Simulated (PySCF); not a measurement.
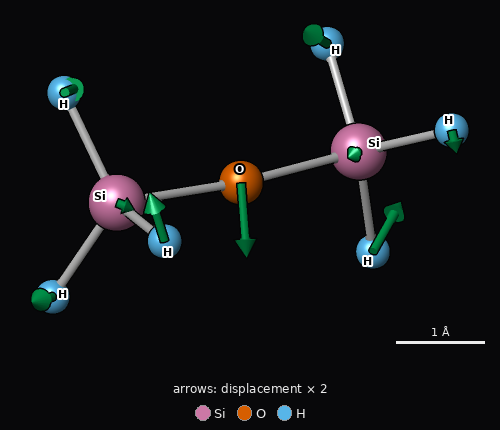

A relaxation of Si2H6O. The starting structure is drawn; green arrows show the displacements, 2 times their true length. The two geometries are superimposed by the best rigid fit.

Style: ball-and-stick. Shown at a tilt.

The start comes from GFN2-xTB. Its atoms were then displaced at random by about 0.03 Å.

All numbers below come from PySCF 2.14.0, density-fitted response routines, PBE0-D3(BJ)/def2-SVP geometry optimisation, gas phase. 

> What did the optimiser do to the structure, and how much energy did it gain?

The atom that moves furthest after the best rigid fit is an H atom (0.46 Å). Largest moves by element: H 0.46 Å, O 0.45 Å, Si 0.11 Å. Among the contacts that change: H–Si 1.400 → 1.496 Å, H–Si 1.414 → 1.490 Å, H–Si 1.438 → 1.490 Å, O–Si 1.706 → 1.656 Å. Among the angles between lasting bonds that change: Si–O–Si 175.2° → 146.4°, O–Si–H 101.3° → 110.1°, H–Si–H 118.2° → 109.5°. Over 16 geometry steps the energy falls by 0.534 eV.
